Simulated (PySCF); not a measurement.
# C₅H₉N₃S: magnetic properties

What do calculations give for the magnetic properties of C₅H₉N₃S (`CSc1nnc(C)n1C`)?

Programs: PySCF 2.14.0, with routines of our own; each step states its level. All values are computed. Atoms count from 0.

## 1. The starting structure

18 atoms, charge 0, multiplicity 1; geometry from: GFN2-xTB.

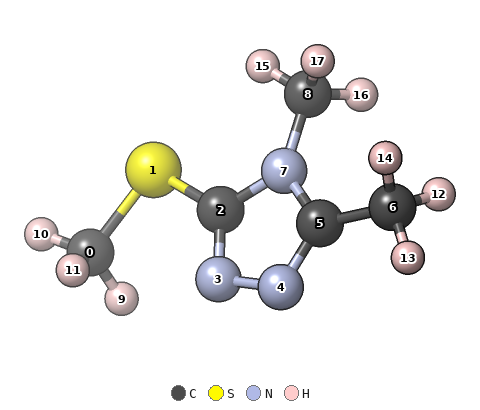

The starting geometry (carbon dark grey, sulfur yellow, nitrogen light blue, hydrogen pink).

## 2. Magnetic properties: GIAO B97-2/pcSseg-1

Job settings and geometry (Å):

```
{"job": {"kind": "mag", "xc": "B97-2", "basis": "pcSseg-1", "isotopologues": 0}, "charge": 0, "multiplicity": 1}
C      3.440791    -0.159577    -0.467393
S      2.156377    -0.743493     0.665683
C      0.788701    -0.014097    -0.117522
N      0.823401     0.732444    -1.186273
N     -0.441581     1.097241    -1.461181
C     -1.228606     0.574787    -0.567529
C     -2.698176     0.720126    -0.494333
N     -0.493813    -0.156366     0.332889
C     -0.962809    -0.896623     1.466957
H      3.278791    -0.610328    -1.440982
H      4.392289    -0.468532    -0.046643
H      3.374520     0.920485    -0.539893
H     -3.181633    -0.252696    -0.577402
H     -3.024555     1.354951    -1.311570
H     -2.991109     1.171275     0.453475
H     -0.104735    -1.258829     2.030774
H     -1.564417    -1.748687     1.142491
H     -1.572196    -0.255763     2.106795
```

Method: GIAO B97-2/pcSseg-1 magnetisability, rotational g tensor and spin-rotation constants, non-relativistic, gas phase.

On the command line:

```sh
$ OMP_NUM_THREADS=1 python excited_run.py task.json out
```

One launch serves the whole session: the jobs run in the order shown.

The log of the run:

```text
coarse grid: 15824 points
cycle   1  E = -758.1124231864  dE =  1.541e+00  |g| = 5.095e-01  |ddm| = 4.000e+00
cycle   2  E = -757.9669592035  dE =  1.455e-01  |g| = 9.640e-01  |ddm| = 1.394e+00
cycle   3  E = -758.1746712428  dE = -2.077e-01  |g| = 1.411e-01  |ddm| = 9.440e-01
cycle   4  E = -758.1785831867  dE = -3.912e-03  |g| = 4.987e-02  |ddm| = 1.353e-01
cycle   5  E = -758.1791243838  dE = -5.412e-04  |g| = 1.396e-02  |ddm| = 5.048e-02
cycle   6  E = -758.1791659456  dE = -4.156e-05  |g| = 5.440e-03  |ddm| = 1.726e-02
cycle   7  E = -758.1791726548  dE = -6.709e-06  |g| = 1.126e-03  |ddm| = 5.265e-03
final grid: 149112 points
cycle   8  E = -758.2179796908  dE = -7.466e-05  |g| = 3.737e-03  |ddm| = 3.860e-02
cycle   9  E = -758.2179782542  dE =  1.437e-06  |g| = 4.163e-03  |ddm| = 5.973e-03
cycle  10  E = -758.2179820047  dE = -3.751e-06  |g| = 1.179e-03  |ddm| = 4.122e-03
cycle  11  E = -758.2179822200  dE = -2.153e-07  |g| = 6.469e-04  |ddm| = 1.448e-03
cycle  12  E = -758.2179823165  dE = -9.657e-08  |g| = 7.568e-05  |ddm| = 5.935e-04
cycle  13  E = -758.2179823175  dE = -9.500e-10  |g| = 4.668e-05  |ddm| = 1.125e-04
cycle  14  E = -758.2179823179  dE = -4.738e-10  |g| = 1.101e-05  |ddm| = 4.800e-05
converged SCF energy = -758.2179823179

Magnetisability tensor (1e-30 J/T^2)
    -1327.35      -82.94        2.16
      -82.94    -1706.01     -286.58
        2.16     -286.58    -1509.70
isotropic -1514.36   principal values   -1918.26  -1362.64  -1262.18
isotropic susceptibility -91.197 1e-6 cm^3/mol

Inertial axes            a          b          c
rot. const./GHz      3.0263     0.9983     0.7614
chi total           -78.281    -79.788   -115.520
chi diamagnetic    -524.898  -1338.234  -1713.450
chi paramagnetic    446.617   1258.446   1597.930
quadrupole/D A       13.977     -9.551     -4.426
g nuclear            0.5862     0.5813     0.5766
g electronic        -0.6350    -0.5902    -0.5716
g total             -0.0487    -0.0089     0.0049

Spin-rotation constants (kHz, H = +C I.J)
atom  isotope        aa         bb         cc
  3    14N        0.760      0.208      0.046
  4    14N        0.844      0.199      0.049
  7    14N        0.277      0.158      0.048
  9     1H       -0.273     -0.076     -0.003
 10     1H        0.066     -0.099     -0.086
 11     1H       -0.250     -0.058     -0.019
 12     1H       -0.269     -0.078     -0.017
 13     1H       -0.164     -0.011     -0.082
 14     1H       -0.269     -0.074     -0.020
 15     1H        0.018     -0.066     -0.082
 16     1H       -0.241     -0.092     -0.001
 17     1H       -0.155     -0.093     -0.022
  0    13C*       0.461      0.131      0.113
  1    33S*       0.414      0.324      0.198
  2    13C*       1.489      0.323      0.174
  5    13C*       1.459      0.341      0.163
  6    13C*       0.393      0.142      0.100
  8    13C*       0.545      0.136      0.120
* in the singly substituted isotopologue
```

Run time: 63 s. Hardware: 1 thread of Arm Neoverse V1, shared host; peak memory 0.93 GiB.

From this job:

```csv
quantity,value
magnetisability,-1514·10⁻³⁰ J/T²
molar susceptibility,-91.2·10⁻⁶ cm³/mol
"rotational g (a, b, c)","-0.0487, -0.0089, 0.0049"
```

Orbitals, density, ELF and potential are computed afterwards from the orbital file.

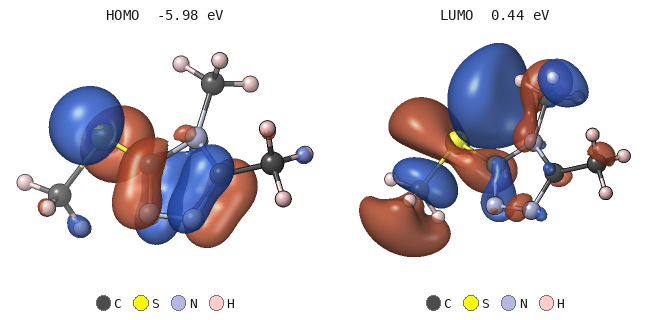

B97-2/pcSseg-1 orbitals near the gap, drawn at the value that encloses 70 % of each; the two colours are the two signs.

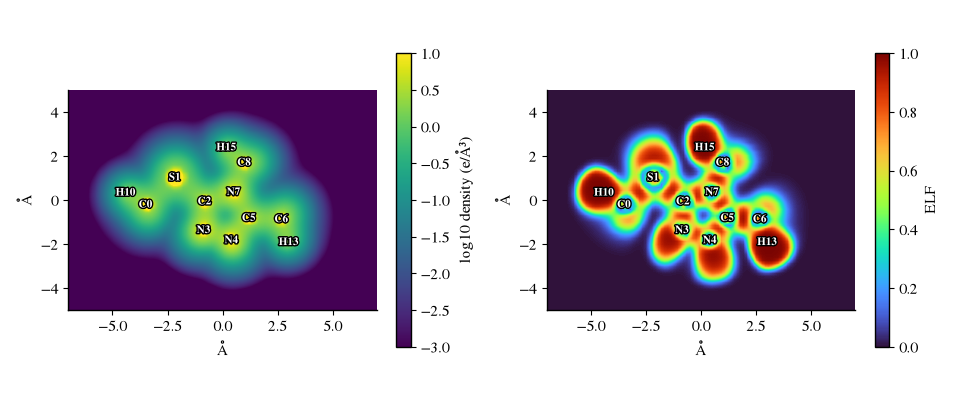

Density (left) and ELF (right) in a plane through or near 12 of the atoms.

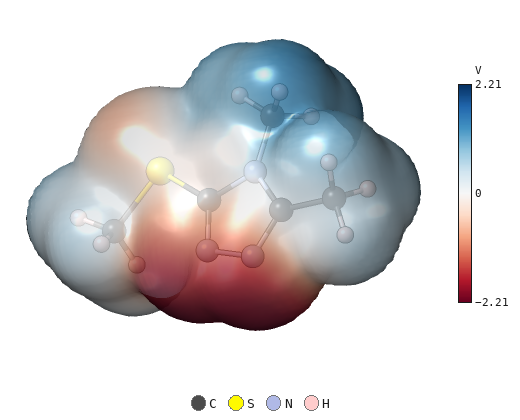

The potential that a unit positive charge feels on the 0.002 e/bohr³ surface, from the 1st to the 99th percentile, from -2.21 V near N4 to 1.30 V near H17.

## 3. Magnetic properties: GIAO B3LYP/pcSseg-0

Settings changed since step 2:

```diff
@@ -1,2 +1,2 @@
-{"job": {"kind": "mag", "xc": "B97-2", "basis": "pcSseg-1", "isotopologues": 0}, "charge": 0, "multiplicity": 1}
+{"job": {"kind": "mag", "xc": "B3LYP", "basis": "pcSseg-0"}, "charge": 0, "multiplicity": 1}
 C      3.440791    -0.159577    -0.467393
```

With the program's defaults for keys left out, this is: GIAO B3LYP/pcSseg-0 magnetisability, rotational g tensor and spin-rotation constants, non-relativistic, gas phase.

The log of the run:

```text
coarse grid: 15824 points
cycle   1  E = -757.0149787981  dE =  1.523e+00  |g| = 4.835e-01  |ddm| = 4.680e+00
cycle   2  E = -756.8367200256  dE =  1.783e-01  |g| = 1.031e+00  |ddm| = 2.641e+00
cycle   3  E = -757.0798151354  dE = -2.431e-01  |g| = 1.070e-01  |ddm| = 1.586e+00
cycle   4  E = -757.0817808194  dE = -1.966e-03  |g| = 5.511e-02  |ddm| = 1.612e-01
cycle   5  E = -757.0824869901  dE = -7.062e-04  |g| = 1.235e-02  |ddm| = 8.732e-02
cycle   6  E = -757.0825246886  dE = -3.770e-05  |g| = 2.699e-03  |ddm| = 1.813e-02
cycle   7  E = -757.0825264332  dE = -1.745e-06  |g| = 7.099e-04  |ddm| = 4.416e-03
final grid: 149112 points
cycle   8  E = -757.0865226591  dE = -1.709e-05  |g| = 4.129e-03  |ddm| = 2.508e-02
cycle   9  E = -757.0865206803  dE =  1.979e-06  |g| = 5.091e-03  |ddm| = 8.637e-03
cycle  10  E = -757.0865267483  dE = -6.068e-06  |g| = 5.600e-04  |ddm| = 5.003e-03
cycle  11  E = -757.0865268133  dE = -6.503e-08  |g| = 1.784e-04  |ddm| = 7.370e-04
cycle  12  E = -757.0865268181  dE = -4.805e-09  |g| = 9.582e-05  |ddm| = 3.182e-04
cycle  13  E = -757.0865268202  dE = -2.043e-09  |g| = 2.915e-05  |ddm| = 1.616e-04
cycle  14  E = -757.0865268204  dE = -1.889e-10  |g| = 5.660e-06  |ddm| = 4.295e-05
converged SCF energy = -757.0865268204

Magnetisability tensor (1e-30 J/T^2)
    -1387.46      -90.50        5.66
      -90.50    -1801.69     -294.23
        5.66     -294.23    -1601.65
isotropic -1596.93   principal values   -2020.31  -1442.47  -1328.02
isotropic susceptibility -96.169 1e-6 cm^3/mol

Inertial axes            a          b          c
rot. const./GHz      3.0263     0.9983     0.7614
chi total           -81.768    -85.074   -121.666
chi diamagnetic    -527.413  -1340.303  -1716.880
chi paramagnetic    445.645   1255.229   1595.215
quadrupole/D A       13.712    -10.574     -3.138
g nuclear            0.5862     0.5813     0.5766
g electronic        -0.6336    -0.5887    -0.5706
g total             -0.0474    -0.0074     0.0059

Spin-rotation constants (kHz, H = +C I.J)
atom  isotope        aa         bb         cc
  3    14N        0.804      0.223      0.045
  4    14N        0.925      0.208      0.048
  7    14N        0.292      0.159      0.044
  9     1H       -0.321     -0.088     -0.009
 10     1H        0.036     -0.113     -0.096
 11     1H       -0.299     -0.069     -0.026
 12     1H       -0.305     -0.087     -0.023
 13     1H       -0.201     -0.019     -0.094
 14     1H       -0.304     -0.083     -0.026
 15     1H        0.004     -0.080     -0.087
 16     1H       -0.262     -0.106     -0.007
 17     1H       -0.175     -0.107     -0.027
  0    13C*       0.438      0.126      0.112
  1    33S*       0.386      0.298      0.186
  2    13C*       1.570      0.333      0.177
  5    13C*       1.507      0.345      0.163
  6    13C*       0.369      0.140      0.096
  8    13C*       0.536      0.126      0.116
* in the singly substituted isotopologue
```

It took 18 s on 1 thread of Arm Neoverse V1, shared host; peak memory 0.61 GiB.

From this job:

```csv
quantity,value
magnetisability,-1597·10⁻³⁰ J/T²
molar susceptibility,-96.2·10⁻⁶ cm³/mol
"rotational g (a, b, c)","-0.0474, -0.0074, 0.0059"
```

## 4. Magnetic properties side by side

```csv
level,ξ (10⁻³⁰ J/T²),g(a),g(b),gap (eV),functions,time
GIAO B97-2/pcSseg-1,-1514,-0.0487,-0.0089,6.42,205,63 s
GIAO B3LYP/pcSseg-0,-1597,-0.0474,-0.0074,6.55,103,18 s
```

## 5. Outcome

| quantity | value |
| --- | --- |
| magnetisability (step 2, GIAO B97-2/pcSseg-1) | -1514·10⁻³⁰ J/T² |
| molar susceptibility (step 2, GIAO B97-2/pcSseg-1) | -91.2·10⁻⁶ cm³/mol |
| rotational g (a, b, c) (step 2, GIAO B97-2/pcSseg-1) | -0.0487, -0.0089, 0.0049 |
| surface potential, 1st and 99th percentile | -2.21 V and 1.30 V |
| magnetisability over the levels | -1597 to -1514·10⁻³⁰ J/T² |

In words: The magnetisability spreads by 5.3 % over 2 levels, from GIAO B3LYP/pcSseg-0 (18 s) to GIAO B97-2/pcSseg-1 (63 s); the runs took 18 s to 63 s. Two levels can agree by chance, so this spread shows no convergence. Vibrational averaging and real surroundings are missing from these values.
